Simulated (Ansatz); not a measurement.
# Fields on a plane of CrCuO2 (delafossite type, space group R-3m)

```xyz
4
Lattice="1.4819 0.8556 5.6401 -1.4819 0.8556 5.6401 0.0000 -1.7111 5.6401" Properties=species:S:1:pos:R:3 pbc="T T T"
Cu     0.0000     0.0000     0.0000
Cr     0.0000     0.0000     8.4602
O      0.0000     0.0000     1.8295
O      0.0000     0.0000    15.0910
```

The slice is a (0001) plane (indices of the conventional cell) through the point (0.500, 0.500, 0.500) (fractional), spanned by u = [1 0 -1] and v = [-1 2 -1] in vectors of this cell: u (2.96 Å) and v (5.13 Å, at 90° to u). It covers one period; positions are fractions (u, v).

Atoms on it: Cr at (0.00, 0.00); Cr at (0.50, 0.50). Other atoms lie within 1 Å of the plane.

Method: PBEsol (plane waves to 420 eV, PAW, scalar-relativistic; Ansatz, an electronic-structure program). k mesh 13×13×13. Near the nuclei the fields are pseudised (PAW); where an atom keeps semicore shells as valence, they peak there. CrCuO2 is run spin-polarised and with no Hubbard U. CrCuO2 was relaxed with its symmetry unable to fall. Relaxed CrCuO2 ends ferromagnetic. Other magnetic orders were not checked, so this need not be the ground state.

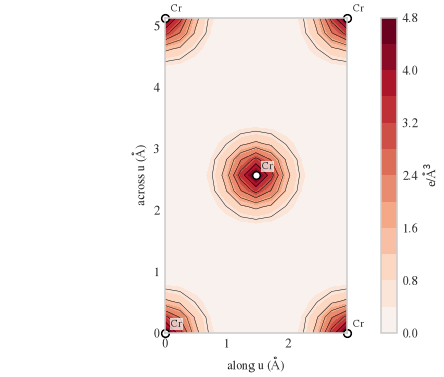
Figure: Spin density, up minus down in e/Å³, one period of the plane, atoms marked. 

```
|xxxx.%@%.xxx|
|xxx +%@%+ xx|
|x  -%@@@%-  |
|:-*%@@@@@%*-|
|%%@@@%%%@@@%|
|@@@%*-:-*%@@|
|@@%-  x  -%@|
|@%+ xxxxx +%|
|@%.xxxxxxx.%|
|@% xxxxxxx %|
|@%.xxxxxxx.%|
|@%+ xxxxx +%|
|@@%-  x  -%@|
|@@@%*-:-*%@@|
|%%@@@%%%@@@%|
|:-*%@@@@@%*-|
|x  -%@@@%-  |
|xxx +%@%+ xx|
|xxxx.%@%.xxx|
|xxxx %@% xxx|
```
Scale: ten equal steps from -2.00 (start of ' ') to 6.66 (end of '@'), in the order ' .:-=+*#%@'. Values: electrostatic potential energy of an electron, from the cell's mean, in eV. The map has 12 points along u (one character each, u = 0 at the left) and 20 along v (v = 0 in the bottom row). Points within 0.8 Å of a nucleus are blanked (x), as the pseudised field means little there. Values under -2 eV are set to -2. The zero, the cell's mean, hangs on the PAW cores.
